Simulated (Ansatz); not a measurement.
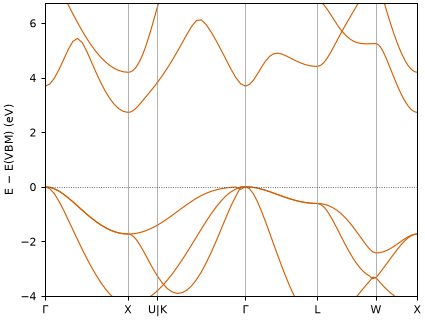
Figure. Band structure from DFT-PBEsol in the program Ansatz with PAW potentials

Problem. Read off the gap and where the band edges lie.

Solution. About 2.7 eV (2.73 eV by a search for the band edges); maximum at Γ, minimum at X.

The material is MgS (rock salt, space group No. 225).

Space group Fm-3m (rock salt). The PBEsol relaxation kept the symmetry of its start; phonons on a q-mesh show no instability.

Potentials: the later of the program's two PAW sets.
